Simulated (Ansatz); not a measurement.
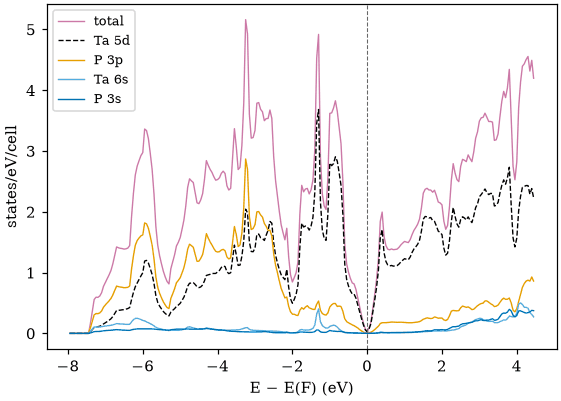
Fig. 1. Total and projected density of states of TaP in space group I4_1md (No. 109; Ta on 4a, P on 4a), the program Ansatz at the PBEsol level (PAW)

Which orbitals carry the states next to the Fermi level?

Within 0.5 eV of the Fermi level: Ta 5d 83 %, P 3p 12 %. Projections are on Löwdin-orthogonalised atomic valence shells; empty p or d shells of many metals are not among them.

Where is the tallest occupied peak in this window, and what makes it?

Near -3.2 eV, about 5.2 states/eV per cell; the largest projected share is P 3p.

The workflow started from a Materials Project entry (that database holds measured and hypothetical structures alike); the Crystallography Open Database copy checked does not list it. COD files the formula under space group No. 141, so this cell is another polymorph or a model. Its standing as an ambient phase is unchecked. Symmetry was held in the PBEsol relaxation; of distortions, only those at the zone centre were tested. No spin polarisation was allowed. A small band overlap can be real or an error of a semilocal functional. Spin–orbit coupling is left out wherever it is not named.

Potentials: the later of the program's two PAW sets.
